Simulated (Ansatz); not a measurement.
Input file:

```
crystal:
  lattice:
    - [5.0872065693, 0.0, 0.0]
    - [0.0, 5.0872065693, 0.0]
    - [0.0, 0.0, 5.0872065693]
  atoms:
    - { symbol: Zn, position: [0.0, 0.5, 0.5] }
    - { symbol: Zn, position: [0.5, 0.0, 0.5] }
    - { symbol: Zn, position: [0.5, 0.5, 0.0] }
    - { symbol: Sn, position: [0.5, 0.5, 0.5] }
    - { symbol: O, position: [0.0, 0.0, 0.0] }
basis:
  ecutwfc: 420
kpoints:
  mp_grid: { grid: [8, 8, 8] }
hamiltonian:
  xc: pbe
scf:
  occupations: { method: gaussian, width: 0.1 }
output:
  forces: true
  stress: true
  eigenvalues: true
  write_density: true
  write_potential: true
  elf: true
  volumetric_format: npy
relax:
  adjacent_minimum: "off"
  f_tol: 0.01
  max_steps: 80
  cell: { stress_tol: 0.05 }
```

Run with:

```sh
ansatz run input.yaml --threads 1 --pin off --max-ram 2560MiB --backend cpu --events-out ev --progress --plain --runs-dir out
```

Below, planes, directions and counts refer to the conventional cell (a = 5.08 Å, b = 5.08 Å, c = 5.08 Å, α = 90.00°, β = 90.00°, γ = 90.00°).

The fields are those of the relaxed geometry.

Space group Pm-3m; a structure generated by program, which may or may not match a known phase.

Method: Ansatz, DFT PBE, scalar-relativistic, plane waves, PAW.

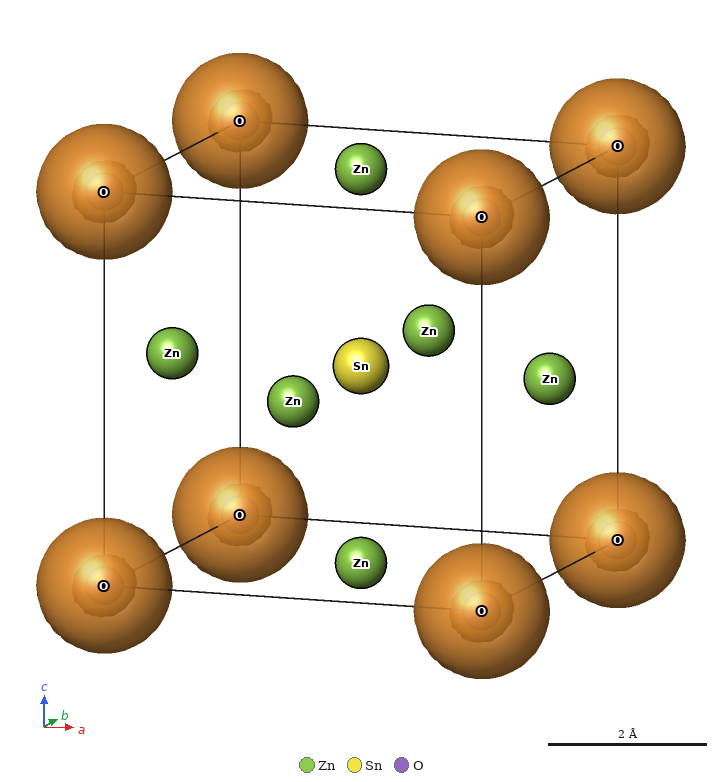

Zn₃SnO. Isosurface of the electron localisation function at 0.75 (orange), seen slightly off an axis. Core shells and regions of very low density are left out.

Question: What do the ELF domains correspond to?

Answer: The surface consists of one region wrapped around O (its valence shell), counted in one cell of 5 atoms. Any copies at cell faces, edges or corners count once.

Values along the shortest contacts:
Zn–Sn (2.54 Å): the ELF is about 0.45 at the midpoint. Zn–O (3.60 Å): the ELF is about 0.05 at the midpoint; no shared electron pair shows on this line.
